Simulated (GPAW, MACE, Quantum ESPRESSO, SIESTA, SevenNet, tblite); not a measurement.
## Quantum ESPRESSO on twisted Zr2CO2 MXene bilayer, 38.21° (70 atoms): settings compared

How far do other settings of Quantum ESPRESSO move the forces in twisted Zr2CO2 MXene bilayer, 38.21° (70 atoms)? One run of the same program serves as the yardstick.

Program: Quantum ESPRESSO 7.5. Level of theory: the method is named at each step. Results are calculated unless marked as measured.

### Step 1. Starting point

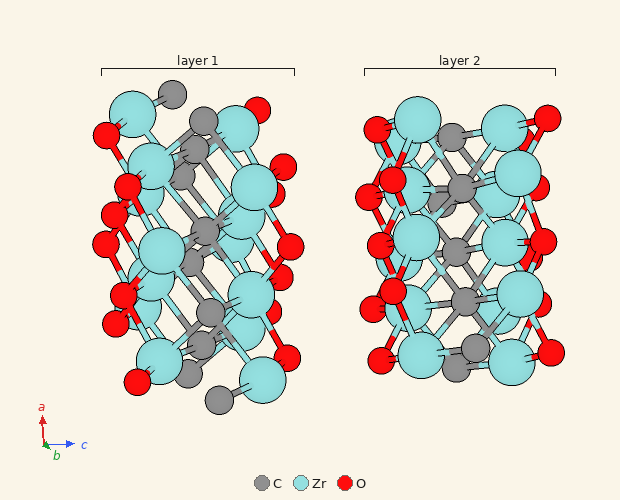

The cell as given, from the side, with the c axis across the page (carbon grey, zirconium light teal, oxygen red). Some periodic images of atoms are drawn too.

The cell holds 70 atoms: 14 C, 28 Zr and 28 O. Cell: a = 8.757 Å, b = 8.757 Å, c = 26.080 Å, α = 90.0°, β = 90.0°, γ = 120.0°. It derives from Zr2CO2 (Zr2CO2 MXene). Zr2CO2 MXene (a = 3.31 Å) under Zr2CO2 MXene (a = 3.31 Å), bilayer, commensurate cell of 7 unit cells a layer, twist 38.21 deg; facing planes 2.88 Å apart; 14 Å of vacuum; layers as built, displaced by a Gaussian of 0.01 Å. Then every atom was moved at random, 0.05 Å r.m.s. a Cartesian component. Regions: layer 1, 35 atoms (7 C, 14 Zr and 14 O); layer 2, 35 atoms (7 C, 14 Zr and 14 O). Vacuum lies along c.

The yardstick, on the same geometry:

| Quantity | Value |
| --- | --- |
| method | Kohn-Sham DFT, PBE, SSSP efficiency 1.3.0 pseudopotentials, plane waves (Quantum ESPRESSO 7.5); sssp-pbe-1.3.0-efficiency, cutoffs 60/480 Ry, Γ point |
| r.m.s. force component | 0.942 eV/Å |
| longest force | 3.517 eV/Å |
| gap (highest filled to lowest empty level) | 0.8346 eV |
| time | 15 min on 4 MPI ranks of Arm Neoverse N1, shared host |
| CPU time | 60 min |

### Step 2. PBE, gbrv-1.5, 40/200 Ry

Method: Kohn-Sham DFT, PBE, GBRV 1.5 ultrasoft pseudopotentials, plane waves.

The input, pw.in:

```
&control
  calculation = 'scf'
  pseudo_dir = './pseudo'
  outdir = './tmp'
  disk_io = 'none'
  tprnfor = .true.
/
&system
  ibrav = 0
  nat = 70
  ntyp = 3
  ecutwfc = 40
  ecutrho = 200
  nosym = .true.
  occupations = 'smearing'
  smearing = 'fd'
  degauss = 0.003675
/
&electrons
  conv_thr = 3.5e-07
  electron_maxstep = 100
  mixing_beta = 0.4
  mixing_mode = 'local-TF'
  diagonalization = 'david'
/
ATOMIC_SPECIES
C 12.011 C.upf
Zr 91.224 Zr.upf
O 15.999 O.upf
CELL_PARAMETERS angstrom
8.75740 0.00000 0.00000
-4.37870 7.58413 0.00000
0.00000 0.00000 26.08000
ATOMIC_POSITIONS crystal
C 0.99513 0.99819 0.35500
Zr 0.17980 0.22876 0.40914
Zr 0.24222 0.05103 0.30269
O 0.21885 0.03775 0.44545
O 0.19940 0.24019 0.27105
C 0.13760 0.42310 0.35770
Zr 0.34016 0.66434 0.40734
Zr 0.38732 0.49308 0.30437
O 0.38265 0.46961 0.44605
O 0.34147 0.66905 0.26746
C 0.29680 0.87278 0.35501
Zr 0.48559 0.10339 0.40663
Zr 0.52413 0.91631 0.30392
O 0.53347 0.90701 0.44536
O 0.47044 0.09394 0.26986
C 0.42084 0.27637 0.35432
Zr 0.60799 0.51579 0.40647
Zr 0.67607 0.33113 0.30347
O 0.66835 0.33423 0.44669
O 0.61706 0.53631 0.26669
C 0.57413 0.71817 0.35894
Zr 0.75153 0.94634 0.40813
Zr 0.81355 0.77269 0.30185
O 0.80653 0.77234 0.44675
O 0.75901 0.96011 0.26924
C 0.71810 0.14148 0.35447
Zr 0.90712 0.37871 0.40962
Zr 0.94275 0.17585 0.30433
O 0.95374 0.18129 0.44101
O 0.88709 0.37461 0.26796
C 0.85259 0.56451 0.35762
Zr 0.04775 0.80749 0.40992
Zr 0.10093 0.62932 0.30383
O 0.10739 0.62047 0.44428
O 0.04423 0.80983 0.27255
C 0.72205 0.74709 0.64193
Zr 0.50787 0.55265 0.69196
Zr 0.55226 0.79331 0.58730
O 0.53220 0.78710 0.72642
O 0.50071 0.55134 0.55557
C 0.60055 0.02193 0.64272
Zr 0.35024 0.83096 0.69635
Zr 0.41078 0.07771 0.59072
O 0.40724 0.07941 0.73294
O 0.36489 0.84219 0.55697
C 0.29990 0.58049 0.64409
Zr 0.06455 0.40406 0.69689
Zr 0.11592 0.64599 0.59028
O 0.11965 0.63631 0.73297
O 0.07477 0.40657 0.55393
C 0.45185 0.30756 0.64610
Zr 0.22238 0.12585 0.69391
Zr 0.25729 0.35558 0.58830
O 0.26971 0.36933 0.73061
O 0.23281 0.12689 0.55742
C 0.16226 0.88500 0.64245
[... 10 atom lines left out ...]
Zr 0.79687 0.98347 0.69627
Zr 0.84194 0.22726 0.59125
O 0.84042 0.21188 0.72731
O 0.77559 0.97114 0.55918
K_POINTS gamma
```

Run with:

```
$ OMP_NUM_THREADS=1 mpirun -np 4 pw.x -in pw.in > output.txt
```

The log of the run:

```text
Program PWSCF
     gamma-point specific algorithms are used
     one sub-group per band group will be used
     scalapack distributed-memory algorithm (size of sub-group:  2*  2 procs)
     Parallelization info
     sticks:   dense  smooth     PW     G-vecs:    dense   smooth      PW
     Min         947     757    187               139599    99903   12466
     Max         950     760    190               139610    99912   12489
     Sum        3793    3037    757               558413   399631   49887
     bravais-lattice index     =            0
     lattice parameter (alat)  =      16.5491  a.u.
     unit-cell volume          =   11689.2095 (a.u.)^3
     number of atoms/cell      =           70
     number of atomic types    =            3
     number of electrons       =       560.00
     number of Kohn-Sham states=          336
     kinetic-energy cutoff     =      40.0000  Ry
     charge density cutoff     =     200.0000  Ry
     scf convergence threshold =      3.5E-07
     mixing beta               =       0.4000
     number of iterations used =            8  local-TF  mixing
     Exchange-correlation= SLA  PW   PBE  PBE
                           (   1   4   3   4   0   0   0)
     crystal axes: (cart. coord. in units of alat)
               a(1) = (   1.000000   0.000000   0.000000 )
               a(2) = (  -0.500000   0.866025   0.000000 )
               a(3) = (   0.000000   0.000000   2.978053 )
     reciprocal axes: (cart. coord. in units 2 pi/alat)
               b(1) = (  1.000000  0.577350 -0.000000 )
               b(2) = (  0.000000  1.154701  0.000000 )
               b(3) = (  0.000000 -0.000000  0.335790 )
     PseudoPot. # 1 for C :
     Pseudo is Ultrasoft + core correction, Zval =  4.0
     PseudoPot. # 2 for Zr:
     Pseudo is Ultrasoft + core correction, Zval = 12.0
     PseudoPot. # 3 for O :
     Pseudo is Ultrasoft + core correction, Zval =  6.0
     atomic species   valence    mass     pseudopotential
     C                 4.00    12.01100     C ( 1.00)
     Zr               12.00    91.22400     Zr( 1.00)
     O                 6.00    15.99900     O ( 1.00)
     No symmetry found
   Cartesian axes
     number of k points=     1  Fermi-Dirac smearing, width (Ry)=  0.0037
                       cart. coord. in units 2pi/alat
        k(    1) = (   0.0000000   0.0000000   0.0000000), wk =   2.0000000
     Dense  grid:   279207 G-vectors     FFT dimensions: (  75,  75, 225)
     Smooth grid:   199816 G-vectors     FFT dimensions: (  72,  72, 200)
     Check: negative core charge=   -0.000002
     Initial potential from superposition of free atoms
     starting charge     559.9392, renormalised to     560.0000
     negative rho (up, down):  1.702E+00 0.000E+00
     Starting wfcs are  532 randomized atomic wfcs
     Self-consistent Calculation
     iteration #  1     ecut=    40.00 Ry     beta= 0.40
     negative rho (up, down):  1.700E+00 0.000E+00
     total energy              =   -3848.26245305 Ry
     estimated scf accuracy    <      27.20197171 Ry
     iteration #  2     ecut=    40.00 Ry     beta= 0.40
     negative rho (up, down):  1.731E+00 0.000E+00
     total energy              =   -3847.01745896 Ry
     estimated scf accuracy    <       7.48852917 Ry
     iteration #  3     ecut=    40.00 Ry     beta= 0.40
     negative rho (up, down):  1.780E+00 0.000E+00
     total energy              =   -3848.58479173 Ry
     estimated scf accuracy    <       1.11579385 Ry
     iteration #  4     ecut=    40.00 Ry     beta= 0.40
     negative rho (up, down):  1.828E+00 0.000E+00
     total energy              =   -3848.59997309 Ry
     estimated scf accuracy    <       0.49645985 Ry
     iteration #  5     ecut=    40.00 Ry     beta= 0.40
     negative rho (up, down):  1.839E+00 0.000E+00
     total energy              =   -3848.59478624 Ry
     estimated scf accuracy    <       0.17180670 Ry
     iteration #  6     ecut=    40.00 Ry     beta= 0.40
[...]
total energy              =   -3848.57257292 Ry
     estimated scf accuracy    <       0.19841909 Ry
[...]
c_bands:  1 eigenvalues not converged
[...]
c_bands:  1 eigenvalues not converged
[...]
c_bands:  1 eigenvalues not converged
[...]
total energy              =   -3848.57814582 Ry
[...]
iteration # 23     ecut=    40.00 Ry     beta= 0.40
[...]
total energy              =   -3848.57814674 Ry
     estimated scf accuracy    <       0.00000115 Ry
     iteration # 24     ecut=    40.00 Ry     beta= 0.40
     negative rho (up, down):  1.811E+00 0.000E+00
     total energy              =   -3848.57814667 Ry
     estimated scf accuracy    <       0.00000058 Ry
     iteration # 25     ecut=    40.00 Ry     beta= 0.40
     negative rho (up, down):  1.811E+00 0.000E+00
     End of self-consistent calculation
          k = 0.0000 0.0000 0.0000 ( 24944 PWs)   bands (ev):
   -45.4585 -45.1964 -45.1635 -45.1464 -45.1332 -45.1147 -45.0602 -45.0208
   -44.9845 -44.9524 -44.9328 -44.8862 -44.8472 -44.8463 -44.7708 -44.6911
   -44.6772 -44.6700 -44.6292 -44.5906 -44.5728 -44.5176 -44.4677 -44.4453
   -44.3829 -44.2690 -44.1398 -44.1113 -23.9586 -23.8710 -23.7888 -23.7790
   -23.6861 -23.6273 -23.6106 -23.5973 -23.5708 -23.5561 -23.5273 -23.5193
   -23.4510 -23.4218 -23.3455 -23.3293 -23.3194 -23.3049 -23.2905 -23.2880
[...]
7.2297   7.2516   7.2786   7.3044   7.3924   7.4481   7.4783   7.4980
     7.5009   7.5485   7.5720   7.5976   7.6226   7.6973   7.7146   7.7186
     7.7616   7.7758   7.8102   7.8482   7.9030   7.9563   8.0022   8.0184
     the Fermi energy is     4.5745 ev
!    total energy              =   -3848.57814675 Ry
     estimated scf accuracy    <       0.00000012 Ry
     smearing contrib. (-TS)   =      -0.00004966 Ry
     internal energy E=F+TS    =   -3848.57809708 Ry
     The total energy is F=E-TS. E is the sum of the following terms:
     one-electron contribution =  -29455.55404253 Ry
     hartree contribution      =   14855.00536688 Ry
     xc contribution           =    -755.26635068 Ry
     ewald contribution        =   11507.23692924 Ry
     convergence has been achieved in  25 iterations
     negative rho (up, down):  1.811E+00 0.000E+00
     Forces acting on atoms (cartesian axes, Ry/au):
     atom    1 type  1   force =     0.00189702   -0.00921149   -0.00731242
     atom    2 type  2   force =     0.04771158    0.02672734    0.00181069
     atom    3 type  2   force =    -0.03342878    0.03943489    0.01655552
     atom    4 type  3   force =     0.03646433    0.00953644   -0.01152969
     atom    5 type  3   force =    -0.03256423    0.01520688   -0.02602079
     atom    6 type  1   force =     0.00300544    0.03608382   -0.01832216
[...]
atom   68 type  2   force =    -0.00414878   -0.08678128   -0.01010941
     atom   69 type  3   force =    -0.04634330    0.00815597    0.07701757
     atom   70 type  3   force =     0.05308652    0.07018864   -0.06990782
     Total force =     0.533801     Total SCF correction =     0.001773
     Message from routine punch:
     Nothing written, as per user request (disk_io='none')
```

Run time: 7.2 min. Hardware: 4 MPI ranks of Arm Neoverse N1, shared host; peak memory 1.9 GiB.

Banners, paths, timers and routine set-up lines are dropped from the logs unmarked, and long logs keep their key lines alone; longer cuts are marked.

Against the reference:

- r.m.s. force component: 0.9471 eV/Å
- r.m.s. difference of force components: 18.51 meV/Å
- longest difference of force vectors: 53.76 meV/Å
- force difference over r.m.s. force: 1.965 %
- slope of forces against the reference's: 1.005
- correlation of force components: 0.9998
- gap (highest filled to lowest empty level): 0.8353 eV
- gap difference: 0.0007 eV

Length of the force difference by element (eV/Å):

| element | atoms | mean | most |
| --- | --- | --- | --- |
| C | 14 | 0.0028 | 0.0048 |
| O | 28 | 0.035 | 0.054 |
| Zr | 28 | 0.034 | 0.051 |

Levels nearest the highest filled one (eV from it): -1.57, -1.48, -1.43, -1.39, -1.26, -1.18, -0.97, -0.81, -0.71, -0.62, -0.01, 0.00, 0.84, 0.92, 1.00, 1.07, 1.10, 1.22, 1.22, 1.32, 1.40, 1.45, 1.48, 1.58.

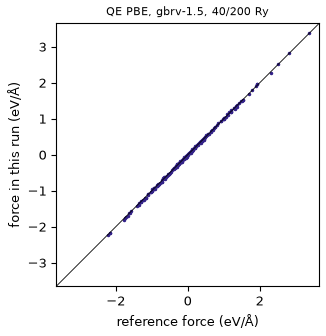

Force components against those of the reference; the line marks equality.

The surroundings of C51, picked at random, nearest first, numbered as they follow in the input and with coordinates relative to it.

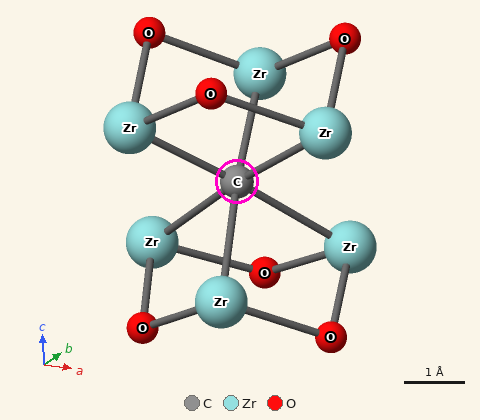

The atoms of the table, within 3.1 Å (arrows a, b, c point along x, y, z); some may hide others; the central atom is ringed.

| atom | x | y | z | distance (Å) | Fx | Fy | Fz (eV/Å) |
| --- | --- | --- | --- | --- | --- | --- | --- |
| C51 | 0.00 | 0.00 | 0.00 | 0.00 | 0.59 | 0.42 | -1.25 |
| Zr52 | -1.21 | -1.38 | 1.25 | 2.22 | -0.16 | 0.36 | 2.28 |
| Zr37 | -0.58 | 1.86 | 1.20 | 2.29 | -1.42 | -0.05 | 1.19 |
| Zr62 | 1.93 | -0.29 | 1.27 | 2.33 | -1.72 | -1.56 | 0.63 |
| Zr43 | 0.65 | -1.74 | -1.44 | 2.35 | 1.31 | -0.33 | 0.56 |
| Zr63 | 1.27 | 1.46 | -1.47 | 2.43 | -1.35 | 0.77 | -0.52 |
| Zr53 | -1.91 | 0.36 | -1.51 | 2.46 | 0.47 | 1.48 | 0.88 |
| O44 | 0.61 | -1.73 | 2.26 | 2.91 | 0.25 | -0.37 | -0.62 |
| O55 | -1.13 | -1.37 | -2.31 | 2.91 | -1.32 | -0.40 | -1.21 |
| O54 | -1.87 | 0.47 | 2.20 | 2.93 | -0.40 | -0.82 | -0.07 |
| O64 | 1.27 | 1.58 | 2.21 | 3.00 | 0.14 | -0.82 | 0.17 |
| O65 | 1.89 | -0.30 | -2.38 | 3.05 | -0.04 | 0.04 | -0.08 |
| O40 | -0.64 | 1.85 | -2.36 | 3.07 | 0.40 | -0.63 | -0.33 |

Forces lie 2.0 % from the reference's, at 0.48 times its CPU time.

### Step 3. Outcome

```
force difference from the reference : QE PBE, gbrv-1.5, 40/200 Ry, 2.0 %
its CPU time                        : 29 min
```

**Reading.** PBE on plane waves or a grid with other potentials, cutoffs or grids differs from the reference by 2.0 % (QE PBE, gbrv-1.5, 40/200 Ry) of the r.m.s. force; this holds the reference's own error, so differences of a few per cent don't tell which side is nearer the exact PBE result. One electronic-structure run takes under half the reference's CPU time: QE PBE, gbrv-1.5, 40/200 Ry, at 2.0 % in 29 min against 60 min. PBE gaps agree with the reference's 0.835 eV within 0.001 eV. These are spacings on the run's k-points, which needn't hold the band edges. The reference's PBE has no dispersion term, which matters for the binding between molecules or layers. The electronic-structure runs sample only Γ, in a cell whose shortest periodic width is 8 Å.

[Also dropped from logs without a mark: logging warnings of Python, and SIESTA's first energy breakdown and zero terms.]

[Logs are printed without paths, hosts, clocks, repeated set-up lines and the standing remarks that a program may print on its own settings, such as how far it seeks lower states.]

[Hosts, paths, dates, database ids (printed as entryN), source tags and the programs' standing remarks are cut or masked in the printed files.]
